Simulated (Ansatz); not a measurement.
# C3H6O2Si: one species, many methods

How much do the methods differ for C3H6O2Si? The plan is to run it at one geometry with functionals of several rungs and with coupled cluster. The yardstick is the atomisation energy at the CCSD(T) limit.

Method: functionals in def2-TZVPP, the program's frozen cores in correlated methods; program: Ansatz 0.2.0, Gaussian basis.

The runs, in order: PBE-D4, r2SCAN-D4, PBE0-D4, B3LYP-D4, ωB97X-V, ωB97M-V, B2PLYP; CCSD(T)/def2-TZVPP; MP2/def2-QZVPP; extrapolation to the limit.

**1. The geometry**

All runs share one geometry, relaxed beforehand with PBE0-D4 in a triple-zeta def2 set.

12 atoms, charge 0, spin multiplicity 1.

Atoms are counted from 1 here; the program's logs count them from 0.

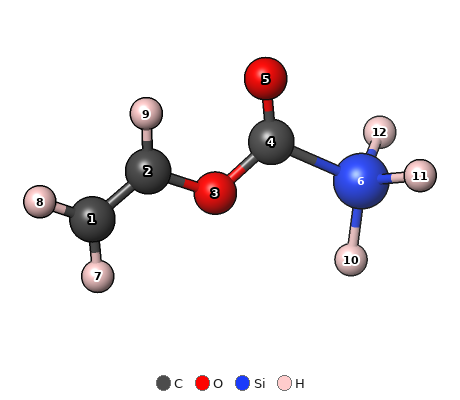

The geometry (carbon dark grey, oxygen red, silicon blue, hydrogen pink); atoms are numbered from 1 in the order of the file.

**2. PBE-D4 (GGA)**

in.yaml reads:

```yaml
crystal:
  periodic: [false, false, false]
  atoms:
    - {symbol: C, position_ang: [-0.428063, -2.635996, -0.337842]}
    - {symbol: C, position_ang: [-0.803990, -1.401935, -0.056603]}
    - {symbol: O, position_ang: [0.115782, -0.379313, -0.085820]}
    - {symbol: C, position_ang: [-0.311057, 0.876726, 0.210687]}
    - {symbol: O, position_ang: [-1.444232, 1.145884, 0.495679]}
    - {symbol: Si, position_ang: [1.090404, 2.185750, 0.133947]}
    - {symbol: H, position_ang: [0.596314, -2.874397, -0.594912]}
    - {symbol: H, position_ang: [-1.157400, -3.433527, -0.312437]}
    - {symbol: H, position_ang: [-1.809266, -1.100207, 0.206740]}
    - {symbol: H, position_ang: [2.370305, 1.576690, -0.296785]}
    - {symbol: H, position_ang: [1.210128, 2.759227, 1.495233]}
    - {symbol: H, position_ang: [0.648176, 3.226000, -0.823886]}
basis:
  gaussian: {orbitals: def2-TZVPP}
hamiltonian: {xc: pbe, dispersion: d4}
output: {forces: true, orbitals: {seedname: orbitals}}
```

Launch:

```bash
$ ansatz run in.yaml --threads 4 --pin off --events-out ev --progress --plain --max-ram 10444MiB
```

Further steps of the session: r2SCAN-D4 (meta-GGA); PBE0-D4 (hybrid); B3LYP-D4 (hybrid); ωB97X-V (range-separated); ωB97M-V (range-separated); B2PLYP (double hybrid); CCSD(T) in def2-TZVPP; MP2 in def2-QZVPP.

Q: Predict the results of all the runs planned. Wanted: atomisation energy, CCSD(T)/CBS; farthest; mean size of error, hybrid; mean size of error, range-separated; gap, smallest and largest; T1 diagnostic; triples share of the correlation energy.

**Answer**, as computed:

| quantity | value |
| --- | --- |
| atomisation energy, CCSD(T)/CBS | 49.471 eV |
| functionals within 0.247 eV (0.5 %) | PBE0-D4, B3LYP-D4, ωB97X-V, ωB97M-V |
| farthest | PBE-D4 (+1.566 eV) |
| mean size of error, hybrid | 0.145 eV |
| mean size of error, range-separated | 0.204 eV |
| gap, smallest and largest | 4.22 eV (PBE-D4), 10.89 eV (ωB97X-V) |
| T1 diagnostic | 0.0158 |
| triples share of the correlation energy | 4.3 % |

In words: PBE-D4 is off by +1.566 eV. Double hybrids carry the basis error of their MP2 part in triple zeta, and no dispersion term here, so their miss is partly the set-up's. Misses under about 0.247 eV are within the doubt on the reference itself, which lacks core-valence correlation, relativity and higher excitations. Hartree-Fock recovers 71 % of the binding; the rest is correlation. The gap grows from 4.2 to 10.9 eV across the functionals, mostly with the share of exact exchange.
